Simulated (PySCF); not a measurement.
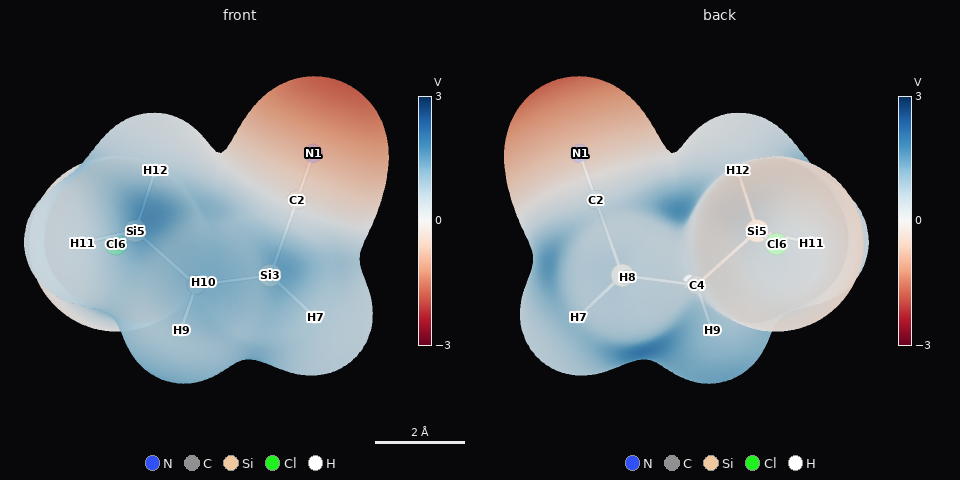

*C$_{2}$H$_{6}$ClNSi$_{2}$ (SMILES N#C[SiH2]C[SiH2]Cl). The molecular electrostatic potential painted on the density surface at 0.002 e/bohr³, seen from the front and from behind; the colour scale runs from red (negative) to blue (positive).*

Geometry: GFN2-xTB.

Level of theory: PySCF 2.14.0, PBE0/pcSseg-1, SCF density, gas phase, non-relativistic.

```xyz
12

N    -2.4360    1.9328    0.8063
C    -1.9996    0.9040    0.5539
Si   -1.2807   -0.7699    0.1325
C     0.3180   -0.4259   -0.8400
Si    1.6721    0.5420    0.0857
Cl    2.2968   -0.5769    1.6451
H    -2.2795   -1.4493   -0.6992
H    -1.0501   -1.4649    1.3984
H     0.7261   -1.3823   -1.1711
H     0.0655    0.1247   -1.7469
H     2.8184    0.7638   -0.7954
H     1.1503    1.8013    0.6047
```

**Describe the electrostatic potential map.**

The most negative region (about −1.7 V) lies over N1, the most positive (about +2.0 V) over Si3 and Si5. N1 is the likeliest acceptor of a hydrogen bond.
